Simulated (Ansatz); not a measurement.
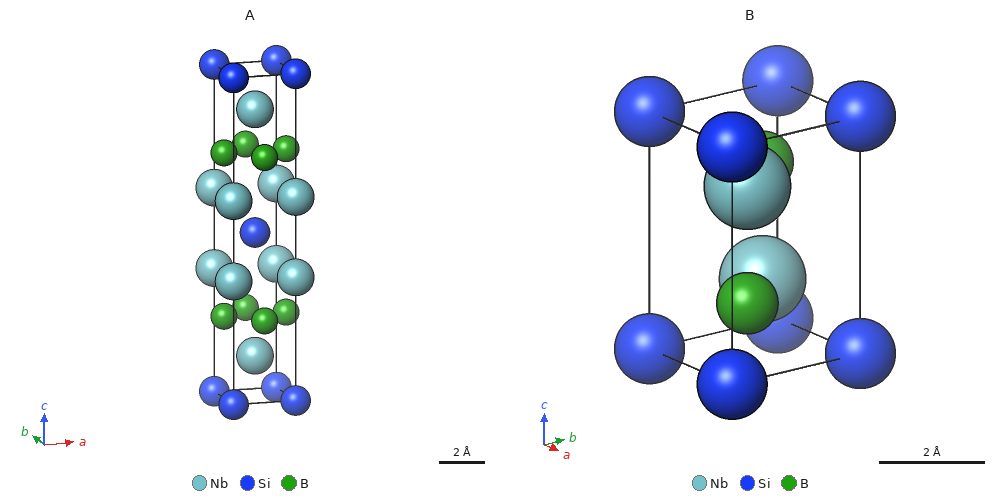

Two structures of Nb₂SiB₂, each relaxed to rest (conventional cells in solid outline, small ones repeated, not to one scale). Method: DFT PBE, scalar-relativistic, plane waves, PAW (Ansatz 0.2.0), without spin polarisation.

> Which two forms are compared?

A: 10 atoms a cell on a body-centred tetragonal lattice, I4/mmm. B: 5 atoms a cell on a primitive hexagonal lattice, P-3m1.

> Which of the two does the method prefer?

A is lower, by 121 meV/atom at this level of theory (energies at zero smearing). Volumes: A 12.5, B 13.2 Å³/atom.

One or both may be structure types tried for this composition rather than known phases.
